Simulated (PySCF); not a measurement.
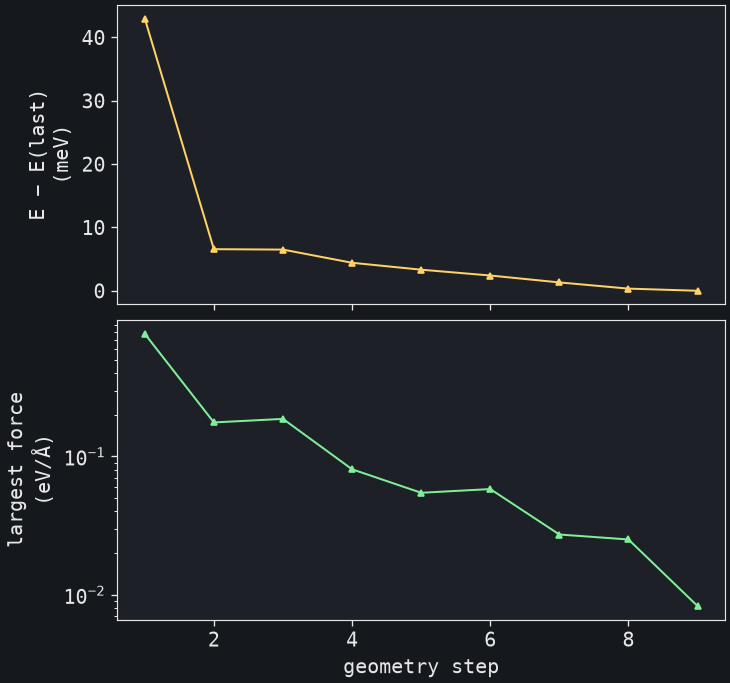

History of a geometry optimisation.

C6H8O3 (SMILES O=CO[C@@H]1CCCC1=O); PySCF, PBE0-D3(BJ)/def2-SVP, geometry optimisation.

Question: How did the optimisation end?

Answer: The optimisation met its thresholds at geometry 9, counting the start as the first. The energy fell by about 43 meV from the first step to the last. The largest force goes from about 0.77 eV/Å at the start to 8 × 10⁻³ eV/Å at the end.
